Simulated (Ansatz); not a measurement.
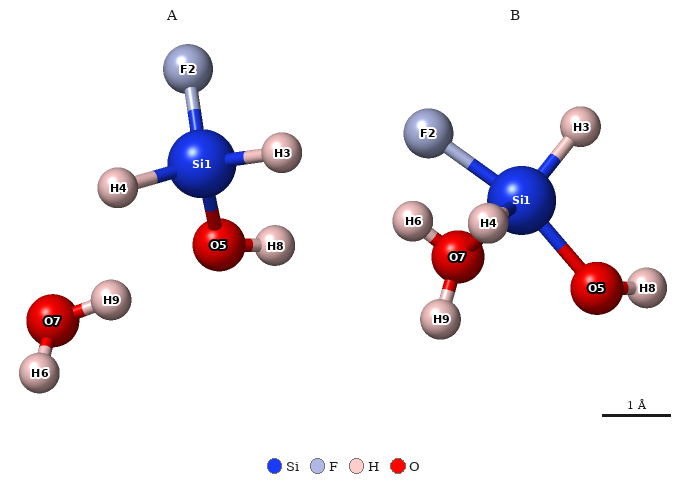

Two geometries of SiH$_{5}$O$_{2}$F (started from a transition state, displaced along its imaginary mode), drawn at one scale. One is the start of a relaxation, the other its converged end. Style: ball-and-stick. Shown at a tilt.

Theory: RKS PBE0-D4/def2-TZVP (Ansatz). Settings: force threshold 0.005 eV/Å; at most 200 steps.

> Which one is relaxed?

Structure A is the relaxed one. The largest move after the best rigid fit is that of H6, 2.29 Å. Largest moves by element: H 2.29 Å, F 1.79 Å, O 1.37 Å, Si 0.76 Å. Near-neighbour distances that change, for instance: Si1–H6 2.090 → 4.276 Å, Si1–O7 1.927 → 3.916 Å, Si1–F2 1.708 → 1.592 Å, H6–O7 0.865 → 0.959 Å. Bonds break: Si1–O7 (1.93 → 3.92 Å). Among the angles between lasting bonds that change: F2–Si1–O5 164.2° → 110.5°, F2–Si1–H4 88.8° → 109.0°, H3–Si1–H4 131.9° → 114.3°. Groups turn about Si1–O5 by about 20°. After 37 accepted moves (42 points after the start) the energy has fallen by 1.402 eV. Largest force component: 6.2 eV/Å at the start, 0.0048 eV/Å at the end. The line search rejected the trial steps at points 13, 17, 23, 25, 31 of the run. The run took of the order of 4 core-minutes on a shared host.
